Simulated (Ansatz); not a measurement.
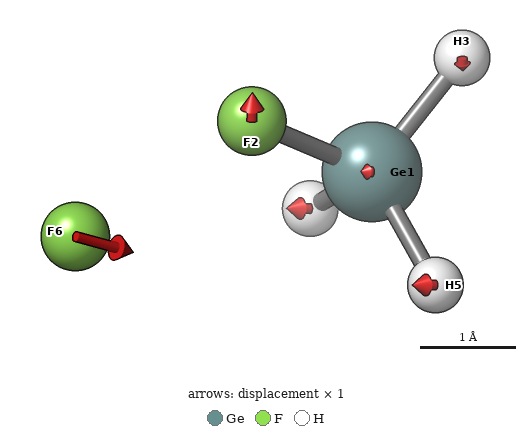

This is a relaxation of GeH3F2 (multiplicity 2). The starting structure is drawn; red arrows show the displacements, at their true length. The two geometries are superimposed by the best rigid fit.

The picture is a ball-and-stick view, seen at a tilt.

The run prepares an end point of a later path (reaction) calculation, from a guessed geometry.

All numbers below come from UKS PBE0/def2-SVP (Ansatz).

Input
```yaml
crystal:
  periodic: [false, false, false]
  atoms:
    - { symbol: Ge, position_ang: [0.077972, 0.0, -0.036373] }
    - { symbol: F, position_ang: [0.675405, 0.0, 1.570843] }
    - { symbol: H, position_ang: [1.323495, 0.0, -0.93529] }
    - { symbol: H, position_ang: [-0.756252, 1.278305, -0.198873] }
    - { symbol: H, position_ang: [-0.756252, -1.278305, -0.198873] }
    - { symbol: F, position_ang: [-0.562767, 0.0, 3.549967] }
magnetization:
  spin_polarized: true
  initial_magnetization: 1
basis:
  gaussian: { orbitals: def2-SVP }
hamiltonian:
  xc: pbe0
relax:
  f_tol: 0.03
  max_steps: 50
output:
  orbitals: {}
```

Command:
```bash
ansatz run input.yaml --threads 2 --pin off --max-ram 3072MiB --backend cpu --events-out ev --progress --plain --runs-dir out
```

Describe the change and its energy.

F6 moves most after the best rigid fit: 0.80 Å. By element the largest moves are F 0.80 Å, H 0.31 Å, Ge 0.15 Å. Some distances before and after: Ge1–F2 1.715 → 1.769 Å, Ge1–H4 1.535 → 1.530 Å. The energy falls by 2.29 kcal/mol in 7 geometry steps. Largest force component: 1.1 eV/Å at the start, 0.016 eV/Å at the end. Cost: 24 s on 2 threads of Intel(R) Xeon(R) Platinum 8488C (Sapphire Rapids) (shared host), peak memory 0.25 GiB.

Limits of the set-up: the start holds two separate molecules, 2.3 Å apart at their closest, whose relative position is a soft coordinate and is computed without a dispersion correction.
